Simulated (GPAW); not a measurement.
## BaTiO3 (P4mm): refractive index against wavelength

The refractive index of BaTiO3 (P4mm) along x below the direct gap (2.09 eV on the mesh) is read from one computed spectrum, n = √(Re ε). x, y and z are the Cartesian axes of the input cell.

Symmetry: P4mm, No. 99, tetragonal system. Conventional cell: a = 4.000 Å, b = 4.000 Å, c = 4.018 Å, α = 90.00°, β = 90.00°, γ = 90.00°. Ba on site a has 12 O at 2.79 to 2.88 Å as nearest neighbours. Ti on site b has 6 O at 1.89 to 2.13 Å as nearest neighbours. O on site c is surrounded by 2 Ti at 2.00 Å. O on site b has 2 Ti at 1.89 to 2.13 Å as nearest neighbours.

Method: GPAW 26.7.0, PBE, RPA, k-mesh 8×8×8, local fields up to 60 eV, Lorentzian half width 0.15 eV.

Launch of the response step: `OMP_NUM_THREADS=1 python df.py`. The run took 1.9 min, its band step included, on 1 thread of Arm Neoverse V2, on a shared host.

```
wavelength (nm)  photon energy E (eV)       n
           3000                 0.413  2.4369
           2000                 0.620  2.4465
           1550                 0.800  2.4585
           1310                 0.946  2.4709
           1064                 1.165  2.4949
            850                 1.459       ?
```

In the single-oscillator model n² − 1 = E₀E_d/(E₀² − E²), so 1/(n² − 1) = E₀/E_d − E²/(E₀E_d) is linear in E².

Working, on the rows shown:

| x = E² (eV²) | y = 1/(n² − 1) |
| --- | --- |
| 0.170801 | 0.202491 |
| 0.384302 | 0.200587 |
| 0.639837 | 0.198247 |
| 0.895757 | 0.195873 |
| 1.35784 | 0.191405 |

Means: x̄ = 0.68971, ȳ = 0.19772. Σ(x − x̄)(y − ȳ) = -0.007978, Σ(x − x̄)² = 0.8539. Slope = -0.007978 / 0.8539 = -0.009343; intercept = ȳ − slope · x̄ = 0.20416. Turned back into n, the line misses the rows shown by at most 0.00041.

Fill in the last column of the withheld row.

At x = 2.1276 the line gives y = 0.18429, that is 2.5350. The run gave 2.5398, so the extrapolation is off by 0.0048, 5 % of the range in the table.

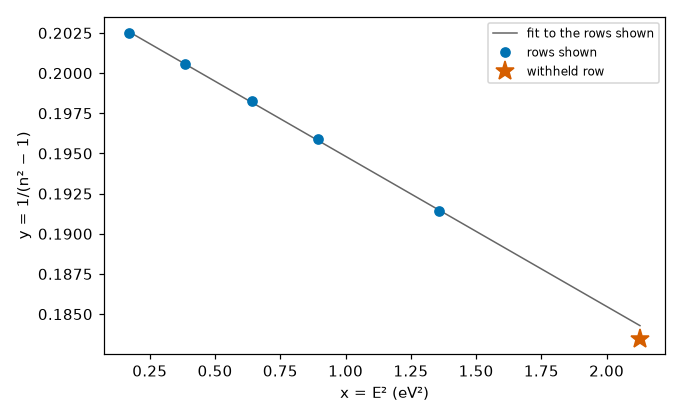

Refitted with all rows, the slope is -0.009724 and the intercept 0.20438. These give E₀ = √(intercept/−slope) = 4.58 eV and E_d = E₀/intercept = 22.4 eV; E₀ is 2.2 times the direct gap. The electronic limit at long wavelengths, without lattice vibrations, is n = √(1 + 1/intercept) = 2.428. The cell comes from an older database entry, whose edges can be off by a per cent or so. Excitons are left out; PBE gaps are as a rule too small. The values come from a sum over the points of one k-mesh and carry its error, which grows as the direct gap shrinks. This version of GPAW has incomplete matrix elements in the optical limit, which can lower ε − 1 by up to a tenth where first-row anions or d states rule. Spin-orbit coupling is left out.

[Logs are printed without paths, hosts, clocks, repeated set-up lines and the standing remarks that a program may print on its own settings, such as how far it seeks lower states.]
